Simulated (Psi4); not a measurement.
# UB2PLYP/6-311++G(2d,2p) (density fitting for correlation) run of [AlH3]− (SMILES [AlH3-])

Aim: the energy difference between two shapes of [AlH3]− at UB2PLYP/6-311++G(2d,2p) (density fitting for correlation), from 2 runs. 

The results are computed with Psi4 1.11.

### Step 1. The structure to begin with

[AlH3]− has 4 atoms, charge -1, and is taken as a doublet. As SMILES, `[AlH3-]`. Geometry: a GFN2-xTB relaxation, a rough one for these elements and not checked as a minimum.

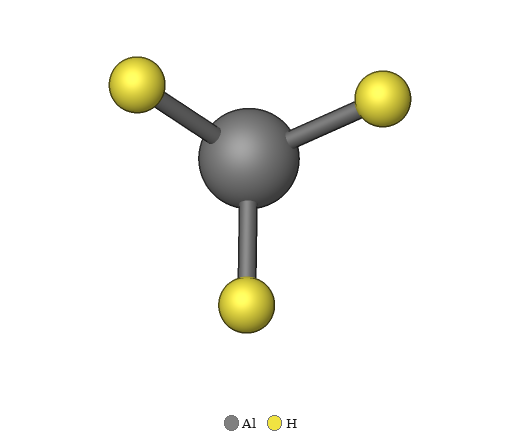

Viewed from a chosen angle; aluminium grey, hydrogen yellow.

### Step 2. The energy at UB2PLYP/6-311++G(2d,2p) (density fitting for correlation)

Contents of alh3.in:

```
memory 1600 MB

molecule mol {
  -1 2
  Al
  H 1 r2
  H 1 r3 2 a3
  H 1 r4 2 a4 3 d4

  r2 = 1.684043
  r3 = 1.685121
  a3 = 101.07175
  r4 = 1.684962
  a4 = 101.06986
  d4 = -103.76603
  no_reorient
  no_com
}

set basis 6-311++G(2d,2p)
set reference uks
set scf_type pk
set freeze_core true

energy_value, wavefunction = energy("b2plyp", return_wfn=True)
print_variables()
```

On the command line:

```sh
$ psi4 -n 1 alh3.in alh3.out
```

alh3.out, cut to the lines that bear on the results:

```text
[...]
  Running in c1 symmetry.
[...]
  Nuclear repulsion =   12.860408763555887
[...]
  Multiplicity = 2
[...]
  Nalpha       = 9
  Nbeta        = 8
[...]
    Number of basis functions: 65
[...]
   @UKS iter   1:  -243.98058483402860   -5.03720e-01   4.25823e-03 DIIS/ADIIS
[...]
   @UKS iter   8:  -244.04282864645964   -1.80492e-08   3.32830e-07 DIIS
[...]
   @S^2 Observed:                7.517783471E-01
[...]
    Orbital Energies [Eh]
    ---------------------
    Alpha Occupied:
       1A    -56.818809     2A     -4.212683     3A     -2.670330
       4A     -2.666191     5A     -2.666191     6A     -0.262523
       7A     -0.123439     8A     -0.123398     9A     -0.018278
    Alpha Virtual:
      10A      0.160286    11A      0.160290    12A      0.163032
      13A      0.174630    14A      0.199427    15A      0.199435
      16A      0.240504    17A      0.290083    18A      0.290084
      19A      0.355150    20A      0.412476    21A      0.412489
      22A      0.420965    23A      0.474449    24A      0.474461
      25A      0.504925    26A      0.587562    27A      0.608270
[...]
  @UKS Final Energy:  -244.04282864645964
   => Energetics <=
    Nuclear Repulsion Energy =             12.8604087635558866
    One-Electron Energy =                -367.9637317009388653
    Two-Electron Energy =                 120.5512957974919175
    DFT Exchange-Correlation Energy =      -9.4908015065685696
    Empirical Dispersion Energy =           0.0000000000000000
    VV10 Nonlocal Energy =                  0.0000000000000000
    Total Energy =                       -244.0428286464596397
[...]
 Multipole Moments:
 ------------------------------------------------------------------------------------
     Multipole            Electronic (a.u.)      Nuclear  (a.u.)        Total (a.u.)
 ------------------------------------------------------------------------------------
 L = 1.  Multiply by 2.5417464519 to convert [e a0] to [Debye]
 Dipole X            :          1.8235899           -1.4039917            0.4195983
 Dipole Y            :         -1.4311024            1.1016694           -0.3294330
 Dipole Z            :         -1.1762207            0.9064233           -0.2697975
 Magnitude           :                                                    0.5978122
[...]
```

Wall time 4.5 s (1 thread of AMD EPYC 7B13 (Zen 3), shared host); peak memory 0.38 GiB.

### Step 3. The distorted shape

Contents of input.json:

```json
{
  "schema_name": "qcschema_input",
  "schema_version": 1,
  "molecule": {
    "schema_name": "qcschema_molecule",
    "schema_version": 2,
    "symbols": ["Al", "H", "H", "H"],
    "geometry": [-0.31681447, 0.84493057, -0.49459613, 0.88788404, 1.43726522, 2.31514883, -2.56765214, -1.34208727, 0.06073958, 1.98825078, -1.01482828, -1.88353727],
    "molecular_charge": -1,
    "molecular_multiplicity": 2,
    "fix_com": true,
    "fix_orientation": true
  },
  "driver": "energy",
  "model": {
    "method": "b2plyp",
    "basis": "6-311++G(2d,2p)"
  },
  "keywords": {
    "reference": "uks",
    "scf_type": "pk",
    "freeze_core": true
  }
}
```

On the command line:

```sh
$ psi4 --qcschema input.json -n 1 --memory 1600MB
```

stdout, cut to the lines that bear on the results:

```text
[...]
  Running in c1 symmetry.
[...]
  Nuclear repulsion =   12.830698514856275
[...]
  Multiplicity = 2
[...]
  Nalpha       = 9
  Nbeta        = 8
[...]
    Number of basis functions: 65
[...]
   @UKS iter   1:  -243.98299183930479   -5.08629e-01   4.21215e-03 DIIS/ADIIS
[...]
   @UKS iter   8:  -244.04373238265345   -1.67891e-08   2.70688e-07 DIIS
[...]
   @S^2 Observed:                7.517669193E-01
[...]
    Orbital Energies [Eh]
    ---------------------
    Alpha Occupied:
       1A    -56.820240     2A     -4.213981     3A     -2.671729
       4A     -2.667570     5A     -2.667386     6A     -0.262955
       7A     -0.130362     8A     -0.120685     9A     -0.015811
    Alpha Virtual:
      10A      0.160014    11A      0.160510    12A      0.163988
      13A      0.174643    14A      0.199041    15A      0.199139
      16A      0.236516    17A      0.288709    18A      0.292907
      19A      0.351740    20A      0.411697    21A      0.412168
      22A      0.418593    23A      0.473403    24A      0.473828
      25A      0.508616    26A      0.584274    27A      0.607961
[...]
  @UKS Final Energy:  -244.04373238265345
   => Energetics <=
    Nuclear Repulsion Energy =             12.8306985148562749
    One-Electron Energy =                -367.8858287915574010
    Two-Electron Energy =                 120.5012135019621837
    DFT Exchange-Correlation Energy =      -9.4898156079145348
    Empirical Dispersion Energy =           0.0000000000000000
    VV10 Nonlocal Energy =                  0.0000000000000000
    Total Energy =                       -244.0437323826534453
[...]
 Multipole Moments:
 ------------------------------------------------------------------------------------
     Multipole            Electronic (a.u.)      Nuclear  (a.u.)        Total (a.u.)
 ------------------------------------------------------------------------------------
 L = 1.  Multiply by 2.5417464519 to convert [e a0] to [Debye]
 Dipole X            :          3.8976920           -3.8101054            0.0875866
 Dipole Y            :        -10.3015762           10.0644471           -0.2371291
 Dipole Z            :          6.2108035           -5.9373986            0.2734049
 Magnitude           :                                                    0.3723599
[...]
```

The result, in JSON:

```text
{
 "driver": "energy",
 "model": {
  "method": "b2plyp",
  "basis": "6-311++G(2d,2p)"
 },
 "success": true,
 "return_result": -244.07616563525193,
 "properties": {
  "calcinfo_nbasis": 65,
  "calcinfo_nmo": 65,
  "calcinfo_nalpha": 9,
  "calcinfo_nbeta": 8,
  "calcinfo_natom": 4,
  "nuclear_repulsion_energy": 12.830698514856275,
  "return_energy": -244.07616563525193,
  "scf_one_electron_energy": -367.8858287915574,
  "scf_two_electron_energy": 120.50121350196218,
  "scf_xc_energy": -9.489815607914535,
  "scf_dipole_moment": [0.08758659245067069, -0.23712908193082605, 0.27340491675224765],
  "scf_total_energy": -244.04373238265345,
  "scf_iterations": 8
 }
}
```

Run time: 4.8 s. Hardware: 1 thread of AMD EPYC 7B13 (Zen 3), shared host; peak memory 0.38 GiB.

### Step 4. Outcome

At UB2PLYP/6-311++G(2d,2p) (density fitting for correlation), 5 core orbitals frozen:

| quantity | value |
| --- | --- |
| first shape: total energy | -244.07532 Eh |
| first shape: HOMO energy (SCF part's orbitals) (highest over α and β) | -0.50 eV |
| first shape: LUMO energy (SCF part's orbitals) (lowest over α and β) | 3.65 eV |
| first shape: ⟨S²⟩ | 0.752 |
| distorted shape: total energy | -244.07617 Eh |
| distorted shape: HOMO energy (SCF part's orbitals) (highest over α and β) | -0.43 eV |
| distorted shape: LUMO energy (SCF part's orbitals) (lowest over α and β) | 3.68 eV |
| distorted shape: ⟨S²⟩ | 0.752 |
| energy change with the atoms displaced | -0.023 eV |

With the atoms displaced the energy falls by 0.02 eV (0.5 kcal/mol). The first shape isn't relaxed at this level, so the change isn't measured from a minimum.
